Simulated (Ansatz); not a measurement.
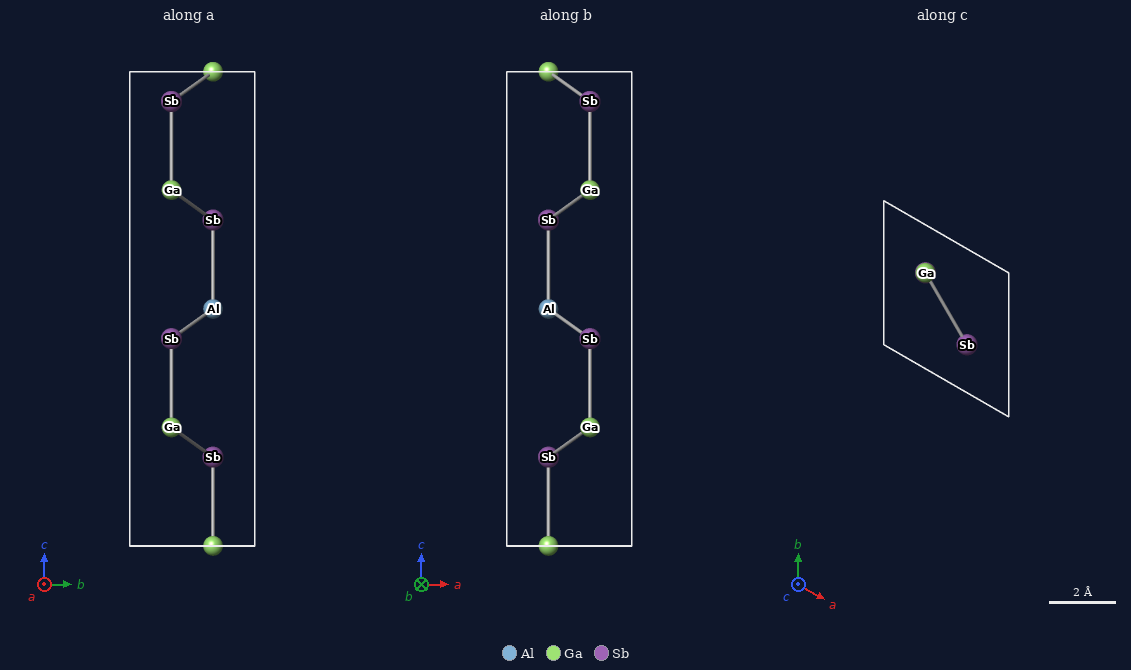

We look at a ball-and-stick model of the crystal along the a axis, along the b axis and along the c axis. The edges of the conventional unit cell are marked.

Lattice parameters: a = 4.383 Å, b = 4.383 Å, c = 14.440 Å, α = 90.00°, β = 90.00°, γ = 120.00°.

Question: Put the structure into a table of Wyckoff sites, with free fractional coordinates to two decimals.

Answer: Space group P3m1 (No. 156).
| atom | site | x | y | z |
| --- | --- | --- | --- | --- |
| Al | 1b | 0.3333 | 0.6667 | 0.50 |
| Ga | 1c | 0.6667 | 0.3333 | 0.25 |
| Ga | 1c | 0.6667 | 0.3333 | 0.75 |
| Ga | 1b | 0.3333 | 0.6667 | 0.00 |
| Sb | 1c | 0.6667 | 0.3333 | 0.44 |
| Sb | 1c | 0.6667 | 0.3333 | 0.94 |
| Sb | 1b | 0.3333 | 0.6667 | 0.19 |
| Sb | 1b | 0.3333 | 0.6667 | 0.69 |

Provenance: a structure type filled with these elements by a generator (whether the compound takes this form wasn't checked). Atoms and cell were optimised with DFT PBE, scalar-relativistic, plane waves, PAW (Ansatz).
